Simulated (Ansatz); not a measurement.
Cost and result by functional for the adsorption energy of NH2 on the 1x1 (0001) surface of corundum (cut with top plane Al), one in a 1x1 cell, started at the site 'over Al at depth 1.0 Å', in Ansatz (plane waves, PAW). Single points on the PBE structure, on one kind of machine; costs are rough ratios of the slab run's core time (references not counted) to the cheapest single point. r2SCAN's cost holds its higher cutoff (500 against 420 eV). Differences are taken against r2SCAN for comparison alone: no measured value is at hand, so the table doesn't rank accuracy. The points keep PBE's geometry, so the relaxation of a polaron and the settling of charge on one site are left out.

Host crystal: corundum, with a band gap (PBE, scalar-relativistic without spin-orbit coupling).

Model: 23-atom slab, 6.7 Å thick at the start under the adsorbate (thin: gaps and levels are the slab's own), 6x6x1 mesh, Fermi-Dirac 0.01 eV, dipole correction, 9 atoms held, the rest relaxed; no symmetry held; spin-polarised, ending with about 1.0 μB a cell; orders that need a larger cell were not tried, no spin-orbit, no U, no dispersion correction. At the end it is bonded to Al. In PBE it is, or lies within 0.03 eV of, the lowest of the starts that converged. These notes are the PBE run's. r2SCAN: The program's check for a lower electronic state was not made. Adsorption energies are against NH3(g) − ½ H2(g). A negative adsorption energy means that the adsorbate is more stable on the surface than in its reference.

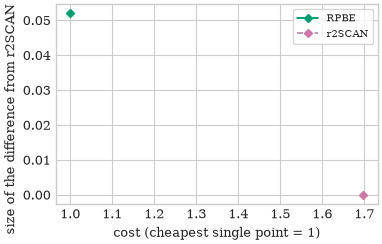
Figure: Difference from r2SCAN against cost

```json
[
 {"functional": "RPBE", "relative cost": "1", "adsorption energy (eV)": "1.12", "less r2SCAN (eV)": "0.05"},
 {"functional": "r2SCAN", "relative cost": "2", "adsorption energy (eV)": "1.06", "less r2SCAN (eV)": "0.00"},
 {"functional": "PBE (the relaxed run's value)", "relative cost": "–", "adsorption energy (eV)": "1.10", "less r2SCAN (eV)": "0.03"}
]
```

The values span 0.05 eV, while the single points' costs differ by a factor of roughly 2. Differences are of unrounded values.

Ansatz is an electronic-structure program.
